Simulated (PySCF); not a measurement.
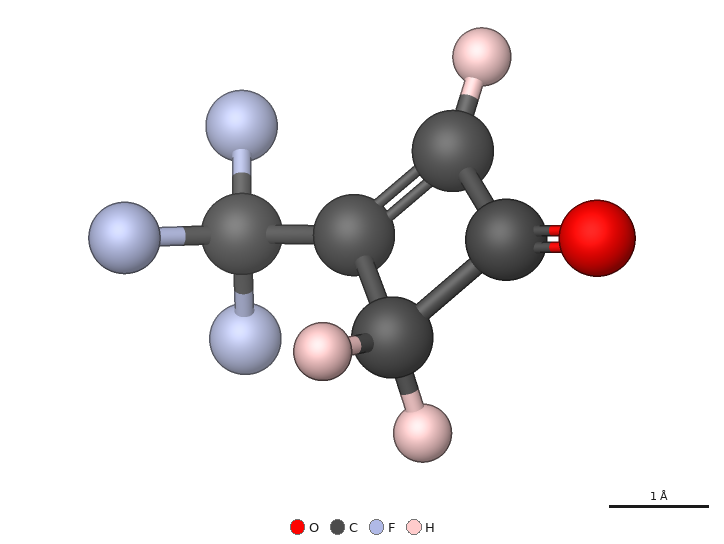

The picture shows a molecular structure as a ball-and-stick model.

The geometry was computed by an optimisation with GFN2-xTB. No frequency run is at hand to confirm it as a minimum.

What does the picture show?

It has 12 atoms: 5 carbon, 3 hydrogen, 3 fluorine and 1 oxygen (C₅H₃F₃O). SMILES: `O=C1C=C(C(F)(F)F)C1`. Independent rings (smallest set): 1 of 4 members. Among its groups: ketone, alkene, C–F bond. Coordination, clear cases only: 1 C trigonal planar; 1 C tetrahedral.

The parts below concern this one geometry. Atoms keep their numbers from picture to picture.

Electronic properties

No frequency run is at hand to confirm it as a minimum. Properties computed with PBE0/def2-SVPD, gas phase (PySCF 2.14.0). Excitations: vertical, linear response.

What does the calculation give?

- dipole moment: 0.86 D
- HOMO energy (Kohn–Sham orbital): −8.04 eV
- LUMO energy (Kohn–Sham orbital): −2.46 eV
- HOMO–LUMO gap: 5.58 eV
- mean static polarisability: 61.7 bohr³
- lowest vertical singlet excitation: 3.70 eV
- its oscillator strength: 0.000
- brightest of the 6 lowest singlets: 5.91 eV
- its oscillator strength: 0.17

Ring current

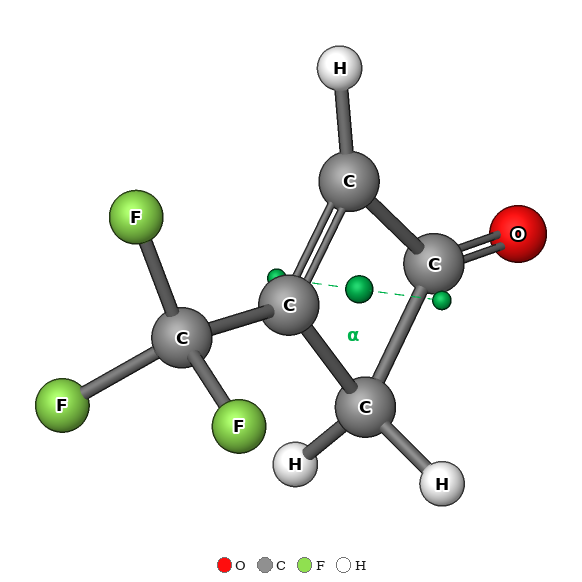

The small points mark where nucleus-independent chemical shifts (NICS) were computed: at the centre of each lettered ring and 1 Å above and below it. No frequency run is at hand to confirm it as a minimum. Level of theory: GIAO PBE0/pcSseg-1 NMR shielding, non-relativistic, gas phase (PySCF 2.14.0).

Give NICS(0), NICS(1) and the out-of-plane component NICS(1)zz for each ring (means of the two sides).

| ring | members | NICS(0) | NICS(1) | NICS(1)zz |
| --- | --- | --- | --- | --- |
| α | C4 | 5.1 | −2.3 | 1.3 |

Values in ppm.

NMR shielding

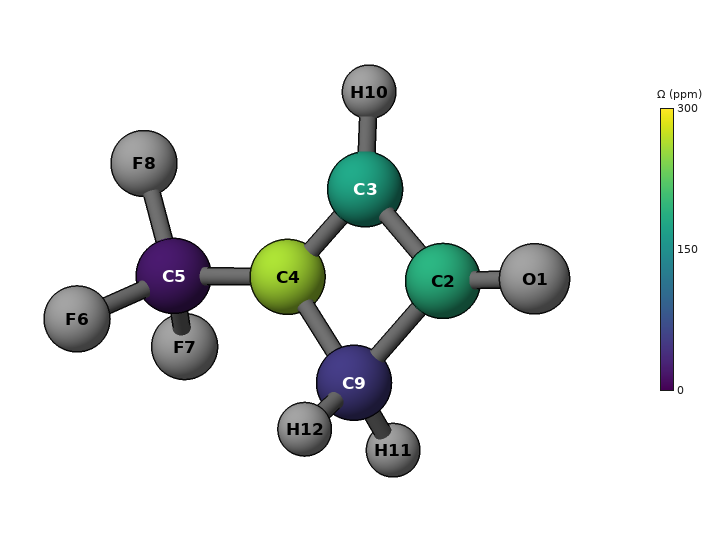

The C atoms are coloured by the span of their shielding tensor. No frequency run is at hand to confirm it as a minimum. Method: GIAO PBE0/pcSseg-1 NMR shielding, non-relativistic, gas phase (PySCF 2.14.0). Principal shieldings σ11 ≤ σ22 ≤ σ33, span Ω = σ33 − σ11, skew κ = 3(σiso − σ22)/Ω.

**Which C atom has the most anisotropic shielding?**

C4, with a span of 261 ppm.

Give the shielding tensors of the C atoms.

| atom | σ11 | σ22 | σ33 | σiso | Ω | κ |
| --- | --- | --- | --- | --- | --- | --- |
| C2 | −94.7 | 1.9 | 95.6 | 1.0 | 190.3 | −0.01 |
| C3 | −55.7 | 45.6 | 121.2 | 37.1 | 176.9 | −0.15 |
| C4 | −114.3 | 21.0 | 146.4 | 17.7 | 260.7 | −0.04 |
| C5 | 45.9 | 56.4 | 66.1 | 56.1 | 20.2 | −0.04 |
| C9 | 103.3 | 146.3 | 156.0 | 135.2 | 52.7 | −0.63 |

Shieldings and span in ppm.
